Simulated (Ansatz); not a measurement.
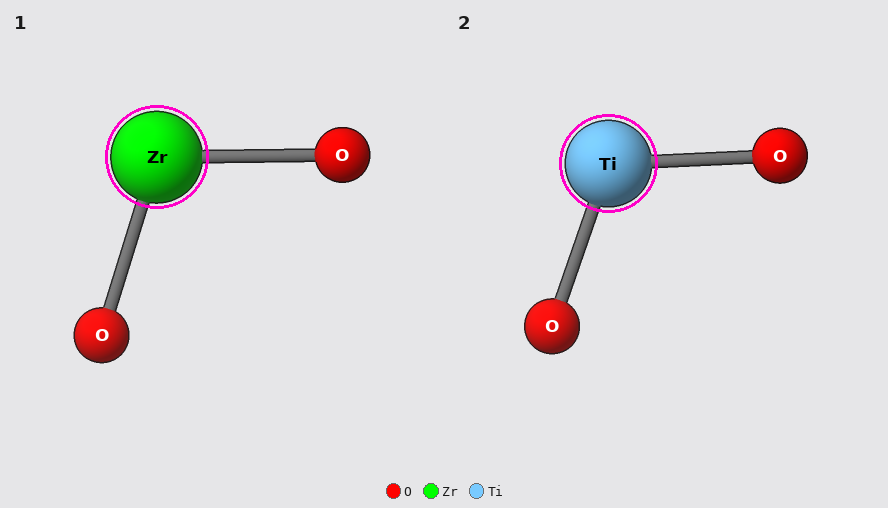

2 molecules with one skeleton, seen from the same side and at one scale; the atom that differs is circled. Charge 0, singlet. Computed geometries: PBE0-D4/def2-TZVP optimisations, one conformation each. Properties computed with Ansatz 0.2.0. Elements past Kr carry core potentials.

One atom differs, called X below: Zr in panel 1, Ti in panel 2. Their formulas are ZrO2 (`[O]=[Zr]=[O]`), TiO2 (`[O]=[Ti]=[O]`).

Question: In which is the angle O–X–O larger (PBE0-D4/def2-TZVP)?

Answer: In panel 2 (X = Ti).

Question: In which is the dipole moment larger (r2SCAN-D4/def2-TZVPP)?

Answer: In panel 1 (X = Zr).

Give the values. With PBE0-D4/def2-TZVP: mean length of X–O (Å), angle O–X–O (°). With r2SCAN-D4/def2-TZVPP: dipole moment (D), HOMO energy (Kohn–Sham orbital) (eV), HOMO–LUMO gap (eV), vertical ionisation energy (eV).

```csv
quantity,1 (Zr),2 (Ti),2 − 1
mean length of X–O (Å),1.761,1.628,−0.133
angle O–X–O (°),107.9,111.8,+3.9
dipole moment (D),7.66,6.59,−1.07
HOMO energy (Kohn–Sham orbital) (eV),−5.53,−6.02,−0.49
HOMO–LUMO gap (eV),2.45,2.99,+0.54
vertical ionisation energy (eV),8.91,9.59,+0.68
```
